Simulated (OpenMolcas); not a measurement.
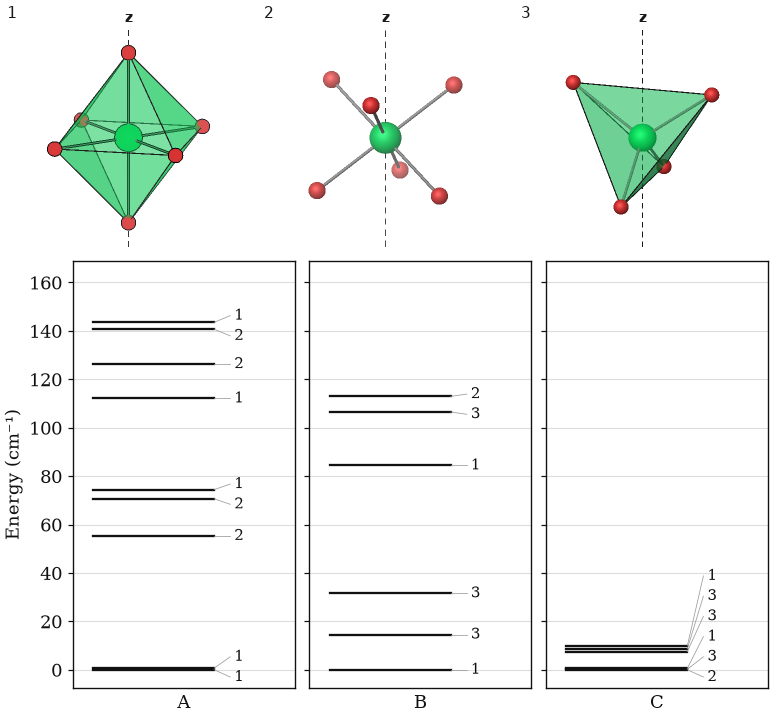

Tm³⁺ (4f¹²) among point charges in three arrangements (top) and its lowest levels in each (bottom, numbers are degeneracies). Level of the calculation: state-averaged CASSCF, active space 12 electrons in the shell 4f, basis ANO-RCC-VDZP, DKH2 scalar Hamiltonian, spin-orbit coupling by RASSI with atomic mean-field integrals (OpenMolcas).

(1) 6 point charges of −2 e at 3.05 Å, arranged as: octahedron (Oh)
(2) 6 point charges of −1 e at 2.73 Å, arranged as: trigonal antiprism (D3d), axial distortion 1.02
(3) 4 point charges of −0.5 e at 3.17 Å, arranged as: tetrahedron (Td)

Match the level schemes to the arrangements.

A is (2). The ground level is A₁, non-degenerate, 99 % from states of spin multiplicity 3, effective J = 6.00, with |mJ| = 6 the largest share (93 %). The next level lies only 0.66 cm⁻¹ higher, so the two form a quasi-doublet; the first real gap is 55 cm⁻¹. B is (1). The ground level is A₁, non-degenerate, 99 % from states of spin multiplicity 3, effective J = 6.00, with |mJ| = 4 the largest share (87 %). The next level lies at 14 cm⁻¹ (T₁). C is (3). The ground level is E, doubly degenerate, 99 % from states of spin multiplicity 3, effective J = 6.00, with |mJ| = 0 the largest share (44 %). Its principal g values are all close to zero. The next level lies at 0.16 cm⁻¹ (T₂).

Limits of the model: point charges have no covalency.
